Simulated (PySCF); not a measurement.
# CH2BCl (SMILES B[C]Cl): UPBE/cc-pVTZ

Aim: the vertical ionisation energy of CH2BCl at UPBE/cc-pVTZ, from 2 runs. Input form: a Python script.

Program for the calculation: PySCF 2.14.0.

### Step 1. The system as given

CH2BCl has 5 atoms, charge 0, and is taken as a triplet. SMILES: `B[C]Cl`. The shape is that of a GFN2-xTB optimisation.

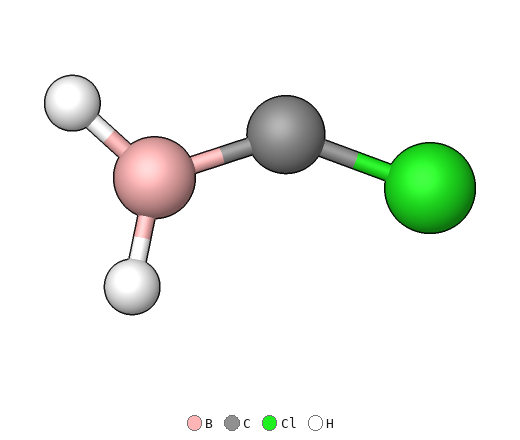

Viewed from a chosen angle; boron pink, carbon grey, chlorine green, hydrogen white.

### Step 2. A single-point energy at UPBE/cc-pVTZ

start.xyz

```xyz
5

B      0.414180     0.139370    -0.472520
C     -0.487440     0.280880     0.684730
Cl    -1.470630    -0.583120     1.652980
H      0.575730    -0.915570    -0.969770
H      0.968160     1.078440    -0.895430
```

input.py

```python
from pyscf import gto, dft

mol = gto.M(
    atom='start.xyz',
    spin=2,
    max_memory=1860,
    verbose=3,
    charge=0,
    basis='cc-pvtz',
)

mf = dft.UKS(mol, xc='pbe')
mf.conv_tol = 1e-10
mf.grids.level = 7
mf.kernel()
if not mf.converged:
    mf = mf.newton().run(mf.mo_coeff, mf.mo_occ)

e_tot = mf.e_tot
print('E = %.10f Eh' % e_tot)
```

Started as:

```bash
$ OMP_NUM_THREADS=1 python input.py
```

What it wrote:

```text
WARN: HOMO -0.193234819272014 >= LUMO -0.238101171984637

converged SCF energy = -523.978980282471  <S^2> = 2.0051349  2S+1 = 3.0034213
E = -523.9789802825 Eh
```

Wall time 66 s (1 thread of Arm Neoverse V1, shared host); peak memory 0.7 GiB.

### Step 3. The doublet cation

geometry.xyz

```xyz
5

B      0.414180     0.139370    -0.472520
C     -0.487440     0.280880     0.684730
Cl    -1.470630    -0.583120     1.652980
H      0.575730    -0.915570    -0.969770
H      0.968160     1.078440    -0.895430
```

calc.py

```python
from pyscf import gto, dft

molecule = gto.Mole()
molecule.atom = 'geometry.xyz'
molecule.charge = 1
molecule.verbose = 3
molecule.spin = 1
molecule.basis = 'cc-pvtz'
molecule.max_memory = 1860
molecule.build()

calc0 = dft.UKS(molecule)
calc0.xc = 'pbe'
calc0.conv_tol = 1e-10
calc0.grids.level = 7
calc0.kernel()
if not calc0.converged:
    calc0 = calc0.newton().run(calc0.mo_coeff, calc0.mo_occ)

etot = calc0.e_tot
print('Final energy', etot)
```

Started as:

```bash
$ OMP_NUM_THREADS=1 python calc.py
```

What it wrote:

```text
converged SCF energy = -523.652677791896  <S^2> = 0.7556704  2S+1 = 2.0056624
Final energy -523.6526777918958
```

It took 75 s on 1 thread of Arm Neoverse V1, shared host; peak memory 0.7 GiB.

### Step 4. Results

Level: UPBE/cc-pVTZ.

```
                                          quantity          value
                      triplet CH2BCl: total energy  -523.97898 Eh
                     triplet CH2BCl: dipole moment         1.09 D
triplet CH2BCl: HOMO energy (highest over α and β)       -5.35 eV
 triplet CH2BCl: LUMO energy (lowest over α and β)       -4.71 eV
                              triplet CH2BCl: ⟨S²⟩          2.005
                      doublet cation: total energy  -523.65268 Eh
doublet cation: HOMO energy (highest over α and β)      -13.40 eV
 doublet cation: LUMO energy (lowest over α and β)      -12.34 eV
                              doublet cation: ⟨S²⟩          0.756
vertical ionisation energy (to the doublet cation)       8.879 eV
```

What this shows: Removing an electron at fixed nuclei costs 8.88 eV (205 kcal/mol). Mulliken charges (triplet CH2BCl) run from -0.11 on B1 to +0.10 on Cl3; they depend strongly on the basis.
